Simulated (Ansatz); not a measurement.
## Response to strain in WS2

Start from WS2 (space group P6_3/mmc, No. 194; a = 3.154 Å, c = 12.141 Å; layered, stacked along the Cartesian z axis). Axes: x lies along a and z along c of the hexagonal cell.

Strains are applied to the cell and any free atomic positions relax; under biaxial strain the out-of-plane vector relaxes too.

Method: PBE-D3(BJ), PAW, 420 eV (Ansatz, a first-principles code; no SOC).

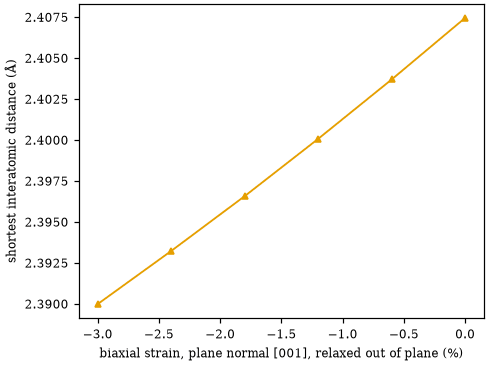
Figure: Shortest interatomic distance against biaxial strain, plane normal [001], relaxed out of plane

**Question.** From the plot, what is the shortest interatomic distance for biaxial strain −0.60 %, plane normal [001], relaxed out of plane?

**Answer.** About 2.404 Å.

**Question.** Is the trend monotonic over the range shown?

**Answer.** Yes, it rises throughout, spanning 2.390 Å to 2.407 Å.

Stability against distortions was not tested.
